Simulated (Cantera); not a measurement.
A closed system holds: 1 mol SiH₄, 1.3 mol C₂H₂, 54 mol H₂, at 1.00 bar.

These are equilibrium values from Cantera (NASA tables, ideal gas, pure condensed phases), not measurements of a reactor. Candidate condensed phases: C, C₆H₆, C₇H₈, C₈H₁₈, Si, SiC; 87 gas species. Gases not in the tables: Si₂H₆ and higher silanes. The numbers say what is thermodynamically allowed, not how fast it happens.

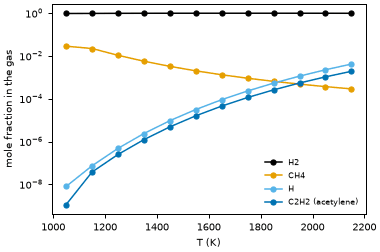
Equilibrium gas composition (values under 1e-9 drawn at 1e-9)

Read off the mole fractions at 1550 K.

H₂ about 1.00, CH₄ about 0.0020, H about 3.1e-5, C₂H₂ (acetylene) about 1.6e-5.
